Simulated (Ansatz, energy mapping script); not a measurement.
## FeClO monolayer: energy mapping under PBEsol+U (3.15 eV) (strain in the xy plane -4 %)

Aim: the exchange couplings of FeClO monolayer from the energies of a few collinear orders, and the ordering temperature that they give.

Method: PBEsol with U = 3.15 eV on Fe d, ortho-atomic projectors; plane waves, U on orthogonalised atomic orbitals unless named otherwise, collinear spin, no spin–orbit coupling, in Ansatz 0.2.0.

In doubt: warnings of the run leave room for a lower electronic state (step 2), so energies may not be the lowest and differences between runs may mislead.

## (1) Starting point

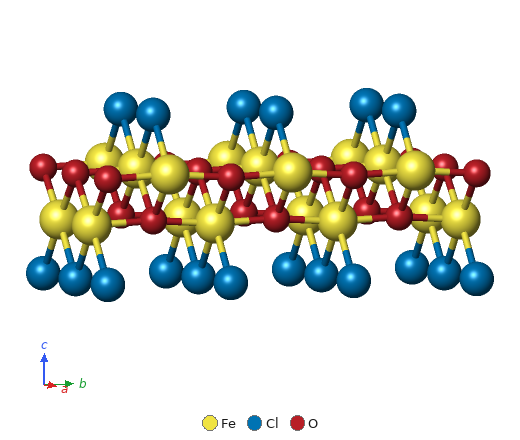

Start, viewed from the side, with the c axis up; iron yellow, chlorine blue, oxygen red. 2×3×1 cells are drawn. Some periodic images of atoms are drawn too.

The cell holds 6 atoms: 2 Fe, 2 Cl and 2 O. Cell: a = 3.168 Å, b = 3.600 Å, c = 19.666 Å, α = 90.0°, β = 90.0°, γ = 90.0°. It derives from FeClO. one layer cut from the bulk crystal, unrelaxed, 15 A of vacuum. Vacuum lies along c.

Coordinates:

```cif
data_structure
_symmetry_space_group_name_H-M 'P 1'
_symmetry_Int_Tables_number 1
_cell_length_a 3.1680
_cell_length_b 3.6000
_cell_length_c 19.6665
_cell_angle_alpha 90.000
_cell_angle_beta 90.000
_cell_angle_gamma 90.000
_cell_volume 224.29
loop_
_atom_site_label
_atom_site_type_symbol
_atom_site_fract_x
_atom_site_fract_y
_atom_site_fract_z
_atom_site_occupancy
Fe1 Fe 0.00000 0.50000 0.53773 1
Fe2 Fe 0.50000 0.00000 0.46227 1
Cl3 Cl 0.50000 0.50000 0.61864 1
O4 O 0.50000 0.50000 0.46771 1
O5 O 0.00000 0.00000 0.53229 1
Cl6 Cl 0.00000 0.00000 0.38136 1
```

This cell differs from the given one by: strain in the xy plane -4 %. Atoms follow the cell and are not relaxed.

The U corrects the self-interaction that lets semilocal functionals spread d and f electrons too far. Its value here is typed, not computed.

## (2) One set of occupation matrices for all orders

A corrected shell can settle in several orbital fillings. One parallel run, with an occupation width a fifth wider than the orders use, therefore is to supply the occupation matrices. All orders start from them.

File input.yaml:

```yaml
crystal:
  lattice:
    - [3.168, 0.0, 0.0]
    - [0.0, 3.6, 0.0]
    - [0.0, 0.0, 19.6665]
  atoms:
    - { symbol: Fe, position: [0.0, 0.5, 0.537732], spin: 4.0 }
    - { symbol: Fe, position: [0.5, 0.0, 0.462268], spin: 4.0 }
    - { symbol: Cl, position: [0.5, 0.5, 0.618641] }
    - { symbol: O, position: [0.5, 0.5, 0.467714] }
    - { symbol: O, position: [0.0, 0.0, 0.532286] }
    - { symbol: Cl, position: [0.0, 0.0, 0.381359] }
magnetization:
  spin_polarized: true
kpoints:
  mp_grid: { grid: [8, 7, 1] }
hamiltonian:
  xc: pbesol
  hubbard:
    sites: [{ species: Fe, l: d, u_eff: 3.15 }]
    projectors: ortho-atomic
scf:
  occupations: { method: fermi_dirac, width: 0.036 }
output:
  eigenvalues: true
```

Command:

```console
$ ansatz run input.yaml --threads 4 --pin off --max-ram 8192MiB --backend cpu --events-out ev --progress --plain --runs-dir out
```

Numbers of over 12 decimals in the logs are rounded to 6 here.

The program printed:

```text
Engine: ansatz 0.2.0, aarch64-unknown-linux-gnu
Pseudopotentials: kind: paw
Pseudopotential: Fe, paw, valence charge 16, recommended cutoff 420 eV (normal), Fe.paw.azcp
Pseudopotential: Cl, paw, valence charge 7, recommended cutoff 420 eV (normal), Cl.paw.azcp
Pseudopotential: O, paw, valence charge 6, recommended cutoff 420 eV (normal), O.paw.azcp
Functional definition: PBEsol
  exchange = pbesol_x
  correlation = pbesol_c
Crystal: 6 atoms, lattice volume = 224.292 Å³
Basis set: ecut = 420 eV, 4295 PW (Γ)
Bands: 40, of which v1, the nominal top of the filled ones, is band 29 counted from 1 (28 counted from 0)
Symmetry: 8 space group operations
Space group: Pmmn (ITA 59), of the structure as read, at distance tolerance 6.1e-5 Å
Magnetic group: BNS 59.405 (UNI 503), of the structure as read, at distance tolerance 6.1e-5 Å
k-points: 20 of 56
Non-local potential: Fe, projectors of the file, l = 0: 3, l = 1: 2, l = 2: 3, l = 3: 1
Non-local potential: Cl, projectors of the file, l = 0: 2, l = 1: 2, l = 2: 2
Non-local potential: O, projectors of the file, l = 0: 2, l = 1: 2, l = 2: 1
PAW form: soft (Blöchl's): semilocal exchange-correlation on the pseudo side does not see the compensation charge
PAW frozen core: Fe, regenerated for the run's functional, and the local potential with it (the file was generated under x = pbe(κ = 0.804, μ = 0.219515), c = pbe(β = 0.066725))
PAW frozen core: Cl, regenerated for the run's functional, and the local potential with it (the file was generated under x = pbe(κ = 0.804, μ = 0.219515), c = pbe(β = 0.066725))
PAW frozen core: O, regenerated for the run's functional, and the local potential with it (the file was generated under x = pbe(κ = 0.804, μ = 0.219515), c = pbe(β = 0.066725))
PAW one-centre angular grid: Fe, 590 points (default); XC on 64 Gauss nodes
PAW one-centre angular grid: Cl, 110 points (default); XC on 64 Gauss nodes
PAW one-centre angular grid: O, 110 points (default); XC on 64 Gauss nodes
Initial density: superposition of atomic densities (neutral atoms: chi_scale 0, normalization atom)
Starting moments: Σ|m| = 8 μB on 2 of 6 sites
Initial wavefunctions: pseudopotential atomic-orbital guess
Functional: x = pbesol(κ = 0.804, μ = 0.123457), c = pbesol(β = 0.046)
SCF iter   1: F=—  HF=-12140.003287 eV  |F-HF|=—  |Δ(HF+E_count)|=         —  Δρ=6.03e-2 (↑4.44e-2 ↓6.03e-2)  dr2=1.64e1  dr2_m=1.93e0  M=9.977 μB ∫|m|=9.984 μB  β_m=1.00  ethr=3.10e-3  ⟨swp⟩=10.7  Hψ=8862  notcnv=0
preconditioner: auto → Resta (q_TF=auto, 2.178 Å⁻¹)  ε∞=2.5  [insulator: Δε(μ)=0.131 eV  Ē_g=12.965 eV  σ=0.036 eV  W_gap=0.67  n_scr=40 (ndim 8)  ℏωp=16.1 eV  f_vac=0.624  D(μ)=0.55/eV (n_scr^D=4)  ε∞_Penn≈2.5  vacuum switching on, ρ_ref=1.2e-2 e/Å³]
[...]
SCF 2 converged in 6 iterations: F = -12137.117750 eV  dr2 = 4.01e-9
[...]
an SCF along what the orbitals of the run's state read of its open shells (or to have them read: on a GPU, or by another smearing), with 4 of the crystal's symmetry operations given up, reached no lower state that the run goes on to. This is no proof of a minimum
WARN: an SCF from antiferromagnetic starting moments (-4.00, 4.00, 0.00, 0.00, 0.00, 0.00 Bohr magnetons, atom by atom) was not made, by what the run has read of turns of its moments that order reads lower: the deck asks for what bars it, or types moments that do (magnetization.spin_polarized, in the input reference, names some of the keys), or the run goes by scf.lower_state_search: light, the default, which as a rule tries one only behind a close that has lost an order of both signs, or on which an open d or half-filled 4f shell of a PAW file has lost a moment that was set nearer to Hund's than to what is left; [rest of the remark cut]
SCF converged after 28 iterations
an eigenvalue changed by more than its tolerance at an iteration that met the thresholds in force, so the SCF went on 2 times, its first undamped step at iteration 26: the last check found none over its tolerance
Magnetization: 8.5222 μB (33.2611 up, 24.7389 down)
Absolute magnetization: 8.5346 μB (∫|ρ↑−ρ↓|, with the PAW one-centre terms)
Spin contamination: 0.0729 ħ² per cell (⟨S²⟩ above its minimum at these occupations)
Per-site moments (μB) at R_I (Å): [(3.244293, 0.743813), (3.244293, 0.743813), (0.185553, 0.926149), (0.258741, 0.743813), (0.258741, 0.743813), (0.185553, 0.926149)]
Free energy (F): -12137.117622 eV
Harris-Foulkes:  -12137.117622 eV  (|F-HF|=7.14e-9)
Internal energy: -12137.112678 eV  (E = F + TS)
E sigma→0 (E₀):  -12137.115150 eV
Entropy (-TS):   -0.004944 eV (-0.824 meV/atom)
Fermi energy:    -0.675930 eV
--- Per-component energies (eV) ---
  E_band       = -1345.567476
  E_kinetic    = 1362.358253
  E_local      = -57242.516088  (includes V_loc(G=0)·N_el)
  E_nonlocal   = 608.060246
  E_hartree    = 27663.486157
  E_xc         = -589.527145
  E_vxc        = -729.512663  (∫ρ·V_xc dr)
  E_hubbard    = 3.289886  (on-site DFT+U / exact-exchange correction)
  E_vhub       = -13.022117  (the Hubbard potential's part of the band-sum identity)
  E_paw        = -4258.962248  (= ΣΔE_a)
  E_vpaw       = -657.929150  (= ΣTr[D̂ρ^β])
  E_aug_tail   = 0.006063  (compensation charges beyond the density's cutoff)
  E_ewald      = 20316.106355
  E_core_change = 0.585843  (= ΣΔE_core)
  E_smearing   = -0.004944  (= −TS)
  E_closure    = -0.000000  (closes the sum)
  Σ components = -12137.117622   (vs F -12137.117622, Δ=0.00e0)
--- Band table (eV; the first three rows and the last of 40) ---
  k-point 0 ↑: bands = [... 25 lower, -4.7842, -3.8995, -3.2067, -2.7944, -2.7367, -2.4054, -2.3195, -1.6949, ... 7 higher]
  k-point 1 ↑: bands = [... 25 lower, -4.5169, -3.7241, -3.0600, -2.8147, -2.7109, -2.0457, -1.7146, -1.6544, ... 7 higher]
  k-point 2 ↑: bands = [... 25 lower, -3.8530, -3.7328, -3.4094, -2.8175, -2.7500, -1.5144, -1.1804, -1.1335, ... 7 higher]
  k-point 19 ↓: bands = [... 25 lower, 0.2831, 0.4738, 0.4738, 0.5914, 0.5914, 1.6104, 1.6104, 2.7857, ... 7 higher]
Occupation matrices written to <dir>
```

Run time: 43 s. Hardware: 4 threads of Arm Neoverse V2, shared host; peak memory 1.3 GiB.

The column dr2 measures how far the density is from self-consistency, as an energy; F and HF (Harris–Foulkes) agree once it is small.

This step gave:

- final state: ferromagnetic
- electrons in the corrected shells: 6.223, 6.223 e
- largest moment: 3.244 μB

## (3) Parallel start in cell A (6 atoms)

The parallel order is the zero of energy for this cell and mesh.

input.yaml, the sections that differ from step 2:

```yaml
hamiltonian:
  xc: pbesol
  hubbard:
    sites:
      - { species: Fe, l: d, u_eff: 3.15 }
      - { site: 0, l: d, u_eff: 3.15, starting_ns: [{ spin: up, occupation_matrix: fe1_major }, { spin: down, occupation_matrix: fe1_minor }] }
      - { site: 1, l: d, u_eff: 3.15, starting_ns: [{ spin: up, occupation_matrix: fe2_major }, { spin: down, occupation_matrix: fe2_minor }] }
    projectors: ortho-atomic
    occupation_matrices:
      fe1_major:
        matrix:
          - [0.973, 0.0, 0.0, -0.048, 0.0]
          - [0.0, 0.995, 0.0, 0.0, 0.0]
          - [0.0, 0.0, 0.997, 0.0, 0.0]
          - [-0.048, 0.0, 0.0, 0.904, 0.0]
          - [0.0, 0.0, 0.0, 0.0, 0.998]
      fe1_minor:
        matrix:
          - [0.139, 0.0, 0.0, 0.105, 0.0]
          - [0.0, 0.31, 0.0, 0.0, 0.0]
          - [0.0, 0.0, 0.229, 0.0, 0.0]
          - [0.105, 0.0, 0.0, 0.265, 0.0]
          - [0.0, 0.0, 0.0, 0.0, 0.413]
      fe2_major:
        matrix:
          - [0.973, 0.0, 0.0, -0.048, 0.0]
          - [0.0, 0.995, 0.0, 0.0, 0.0]
          - [0.0, 0.0, 0.997, 0.0, 0.0]
          - [-0.048, 0.0, 0.0, 0.904, 0.0]
          - [0.0, 0.0, 0.0, 0.0, 0.998]
      fe2_minor:
        matrix:
          - [0.139, 0.0, 0.0, 0.105, 0.0]
          - [0.0, 0.31, 0.0, 0.0, 0.0]
          - [0.0, 0.0, 0.229, 0.0, 0.0]
          - [0.105, 0.0, 0.0, 0.265, 0.0]
          - [0.0, 0.0, 0.0, 0.0, 0.413]
scf:
  occupations: { method: fermi_dirac, width: 0.03 }
# crystal, magnetization, kpoints, output: as in step 2
```

The program printed:

```text
[...]
Crystal: 6 atoms, lattice volume = 224.292 Å³
Basis set: ecut = 420 eV, 4295 PW (Γ)
Bands: 40, of which v1, the nominal top of the filled ones, is band 29 counted from 1 (28 counted from 0)
Symmetry: 8 space group operations
[...]
k-points: 20 of 56
[...]
Starting moments: Σ|m| = 8 μB on 2 of 6 sites
[...]
SCF iter   1: F=—  HF=-12139.761088 eV  |F-HF|=—  |Δ(HF+E_count)|=         —  Δρ=5.05e-2 (↑4.10e-2 ↓5.05e-2)  dr2=1.43e1  dr2_m=9.75e-1  M=9.343 μB ∫|m|=9.349 μB  β_m=1.00  ethr=3.10e-3  ⟨swp⟩=10.9  Hψ=8873  notcnv=0
[...]
SCF iter   9: F=—  HF=-12137.115302 eV  |F-HF|=—  |Δ(HF+E_count)|=   1.06e-3  Δρ=3.44e-4 (↑3.24e-4 ↓3.44e-4)  dr2=1.54e-5  dr2_m=2.23e-4  M=8.534 μB ∫|m|=8.546 μB  β_m=0.30  ethr=4.22e-7  ⟨swp⟩=2.6  Hψ=2933  notcnv=0  defer=154
[...]
spin-set hold released at iteration 9 (site moments contracting): the magnetisation degrees of freedom join the quasi-Newton model from the next iteration; the mixer history was flushed
SCF iter  10: F=—  HF=-12137.115882 eV  |F-HF|=—  |Δ(HF+E_count)|=   5.80e-4  Δρ=3.45e-4 (↑2.88e-4 ↓3.45e-4)  dr2=1.35e-5  dr2_m=2.00e-4  M=8.532 μB ∫|m|=8.544 μB  β_m=0.65  ethr=2.66e-8  ⟨swp⟩=2.6  Hψ=2773  notcnv=0  defer=154
[...]
SCF iter  17: F=-12137.116922 eV  HF=-12137.116922 eV  |F-HF|=9.24e-9  |Δ(HF+E_count)|=   2.10e-6  Δρ=3.59e-6 (↑1.96e-6 ↓3.59e-6)  dr2=2.31e-8  dr2_m=9.22e-9  M=8.518 μB ∫|m|=8.530 μB  ethr=1.72e-10  ⟨swp⟩=13.6  Hψ=8600  notcnv=0
SCF 1 converged in 17 iterations: F = -12137.116922 eV  dr2 = 2.31e-8
[...]
SCF converged after 17 iterations
Magnetization: 8.5184 μB (33.2592 up, 24.7408 down)
Absolute magnetization: 8.5310 μB (∫|ρ↑−ρ↓|, with the PAW one-centre terms)
[...]
Per-site moments (μB) at R_I (Å): [(3.243250, 0.743813), (3.243250, 0.743813), (0.185306, 0.926149), (0.258264, 0.743813), (0.258264, 0.743813), (0.185306, 0.926149)]
Free energy (F): -12137.116922 eV
[...]
Internal energy: -12137.113987 eV  (E = F + TS)
E sigma→0 (E₀):  -12137.115455 eV
Entropy (-TS):   -0.002935 eV (-0.489 meV/atom)
Fermi energy:    -0.670574 eV
[...]
--- Specified on-site occupations, and those of the state reported ---
  electrons in the specified blocks: 12.4460 specified, 12.4462 found
  site 1 (l=d) ↓: largest change of an orbital's occupation 0.0016; electrons 1.3560 specified, 1.3568 found; spectral distance 0.0017
[...]
site 0 (l=d) ↑: largest change of an orbital's occupation 0.0005; electrons 4.8670 specified, 4.8663 found; spectral distance 0.0007
[...]
--- Band table (eV; the first three rows and the last of 40) ---
  k-point 0 ↑: bands = [... 25 lower, -4.7840, -3.8980, -3.2069, -2.7932, -2.7349, -2.4051, -2.3192, -1.6945, ... 7 higher]
  k-point 1 ↑: bands = [... 25 lower, -4.5167, -3.7232, -3.0599, -2.8144, -2.7105, -2.0444, -1.7132, -1.6540, ... 7 higher]
  k-point 2 ↑: bands = [... 25 lower, -3.8516, -3.7323, -3.4091, -2.8169, -2.7499, -1.5140, -1.1787, -1.1332, ... 7 higher]
  k-point 19 ↓: bands = [... 25 lower, 0.2785, 0.4748, 0.4748, 0.5943, 0.5943, 1.6108, 1.6108, 2.7863, ... 7 higher]
Occupation matrices written to <dir>
```

Run time: 7.7 s. Hardware: 4 threads; peak memory 0.84 GiB; 29 s of CPU time.

Spin moment in the sphere by atom:

| atom | spin moment in the sphere (μB) |
| --- | --- |
| Fe1 | 3.24 |
| Fe2 | 3.24 |
| Cl3 | 0.19 |
| O4 | 0.26 |
| O5 | 0.26 |
| Cl6 | 0.19 |

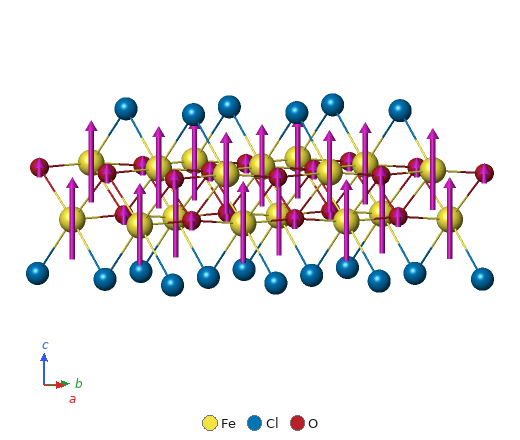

Spin moment in the sphere as arrows, the longest 3.24 μB. Up and down stand for the sign. Arrows give size and sign along the axis of quantisation, drawn up and down the page. Each arrow also spans its atom, so small moments look longer than they are. 2×3×1 cells are drawn. Some periodic images of atoms are drawn too.

The run ends ferromagnetic.

## (4) Run 2 (compensated +−; cell A, 6 atoms)

This order reverses 4 of the 4 neighbours at 2.82 Å, 0 of the 2 neighbours at 3.17 Å and 0 of the 2 neighbours at 3.60 Å, counted for an average magnetic atom.

Changes to input.yaml since step 3:

```diff
@@ -7,3 +7,3 @@
     - { symbol: Fe, position: [0.0, 0.5, 0.537732], spin: 4.0 }
-    - { symbol: Fe, position: [0.5, 0.0, 0.462268], spin: 4.0 }
+    - { symbol: Fe, position: [0.5, 0.0, 0.462268], spin: -4.0 }
     - { symbol: Cl, position: [0.5, 0.5, 0.618641] }
@@ -22,3 +22,3 @@
       - { site: 0, l: d, u_eff: 3.15, starting_ns: [{ spin: up, occupation_matrix: fe1_major }, { spin: down, occupation_matrix: fe1_minor }] }
-      - { site: 1, l: d, u_eff: 3.15, starting_ns: [{ spin: up, occupation_matrix: fe2_major }, { spin: down, occupation_matrix: fe2_minor }] }
+      - { site: 1, l: d, u_eff: 3.15, starting_ns: [{ spin: up, occupation_matrix: fe2_minor }, { spin: down, occupation_matrix: fe2_major }] }
     projectors: ortho-atomic
```

The program printed:

```text
[...]
Crystal: 6 atoms, lattice volume = 224.292 Å³
Basis set: ecut = 420 eV, 4295 PW (Γ)
Bands: 40, of which v1, the nominal top of the filled ones, is band 29 counted from 1 (28 counted from 0)
Symmetry: 4 space group operations
[...]
k-points: 20 of 56
[...]
Starting moments: Σ|m| = 8 μB on 2 of 6 sites
Starting magnetic order: antiferromagnet; an inversion exchanges its spin sublattices: spin-degenerate at every k-point
[...]
SCF iter   1: F=—  HF=-12139.779601 eV  |F-HF|=—  |Δ(HF+E_count)|=         —  Δρ=4.98e-2 (↑4.98e-2 ↓4.98e-2)  dr2=1.53e1  dr2_m=1.51e0  M=0.000 μB ∫|m|=9.368 μB  β_m=1.00  ethr=3.10e-3  ⟨swp⟩=9.9  Hψ=8681  notcnv=0  defer=2
[...]
SCF iter  36: F=—  HF=-12137.171195 eV  |F-HF|=—  |Δ(HF+E_count)|=   2.47e-3  Δρ=2.39e-3 (↑2.39e-3 ↓1.17e-3)  dr2=4.69e-3  dr2_m=5.88e-3  M=0.010 μB ∫|m|=7.241 μB  ethr=1.72e-6  ⟨swp⟩=12.6  Hψ=11094  notcnv=0
[...]
iteration 36: the SCF's residuals had fallen too slowly under its mixing. It goes on by minimising its free energy, and can end on another state than longer mixing would; under `scf.algorithm: density_mixing` no SCF does so, but by `scf.convergence.dm_fallback`
SCF iter  37: F=—  HF=-12137.174135 eV  |F-HF|=—  |Δ(HF+E_count)|=   2.94e-3  Δρ=2.87e-4 (↑2.25e-4 ↓2.87e-4)  dr2=2.85e-4  dr2_m=1.08e-4  M=0.016 μB ∫|m|=7.263 μB  ethr=1.72e-6  ⟨swp⟩=9.7  Hψ=12436  notcnv=0
[...]
SCF iter  43: F=-12137.174169 eV  HF=-12137.174169 eV  |F-HF|=1.76e-9  |Δ(HF+E_count)|=  6.00e-11  Δρ=6.68e-7 (↑5.01e-7 ↓6.68e-7)  dr2=1.86e-9  dr2_m=2.89e-10  M=0.000 μB ∫|m|=7.266 μB  ethr=3.30e-12  ⟨swp⟩=1.0  Hψ=5240  notcnv=0
SCF 1 converged in 43 iterations: F = -12137.174169 eV  dr2 = 1.86e-9
[...]
SCF converged after 43 iterations
Magnetization: 0.0000 μB (29.0000 up, 29.0000 down)
Absolute magnetization: 7.2760 μB (∫|ρ↑−ρ↓|, with the PAW one-centre terms)
[...]
Per-site moments (μB) at R_I (Å): [(2.909488, 0.743813), (-2.909481, 0.743813), (0.128189, 0.926149), (-0.027239, 0.743813), (0.027253, 0.743813), (-0.128186, 0.926149)]
Free energy (F): -12137.174169 eV
[...]
Internal energy: -12137.168989 eV  (E = F + TS)
E sigma→0 (E₀):  -12137.171579 eV
Entropy (-TS):   -0.005180 eV (-0.863 meV/atom)
Fermi energy:    -0.872370 eV
[...]
--- Specified on-site occupations, and those of the state reported ---
  electrons in the specified blocks: 12.4460 specified, 12.6278 found
[...]
--- Band table (eV; the first three rows and the last of 40) ---
  k-point 0 ↑: bands = [... 25 lower, -2.8038, -2.3841, -2.3075, -2.0429, -1.2514, -0.1826, 0.3856, 1.3866, ... 7 higher]
  k-point 1 ↑: bands = [... 25 lower, -2.8638, -2.5810, -1.7619, -1.5343, -1.0786, -0.1744, 0.4214, 1.4673, ... 7 higher]
  k-point 2 ↑: bands = [... 25 lower, -2.8388, -2.6737, -1.5769, -0.5139, -0.4999, -0.1314, 0.7283, 1.4931, ... 7 higher]
  k-point 19 ↓: bands = [... 25 lower, -3.1633, -3.0899, -2.0515, -0.5972, 0.0998, 0.8037, 1.1165, 1.4186, ... 7 higher]
Occupation matrices written to <dir>
```

Wall time 54 s (4 threads); peak memory 1.1 GiB.

Spin moment in the sphere by atom:

| atom | spin moment in the sphere (μB) |
| --- | --- |
| Fe1 | 2.91 |
| Fe2 | -2.91 |
| Cl3 | 0.13 |
| O4 | -0.03 |
| O5 | 0.03 |
| Cl6 | -0.13 |

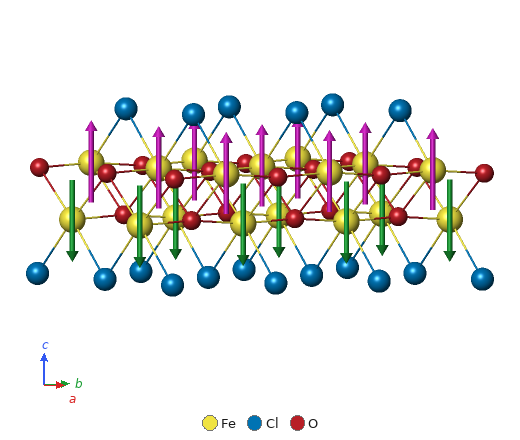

Spin moment in the sphere as arrows, the longest 2.91 μB. Up and down stand for the sign. Arrows give size and sign along the axis of quantisation, drawn up and down the page. The two directions have two colours. 2×3×1 cells are drawn. Some periodic images of atoms are drawn too.

The run ends antiferromagnetic, 28.06 meV a magnetic atom below the parallel order of its cell, a difference that unlike orbital or electronic states can set, not exchange alone (energies taken at zero occupation width, not the printed F).

[end of part 1 of 2]

[Logs and program files are shortened in this print: banners, set-up blocks, solver, clock and traceback lines can be left out without a mark of their own.]

[Logs are printed without paths, hosts, clocks, repeated set-up lines and the standing remarks that a program may print on its own settings, such as how far it seeks lower states.]

[Hosts, paths, dates, database ids (printed as entryN), source tags and the programs' standing remarks are cut or masked in the printed files.]

[Where a cell is said to come from a database of computed structures, the database is the Materials Project.]
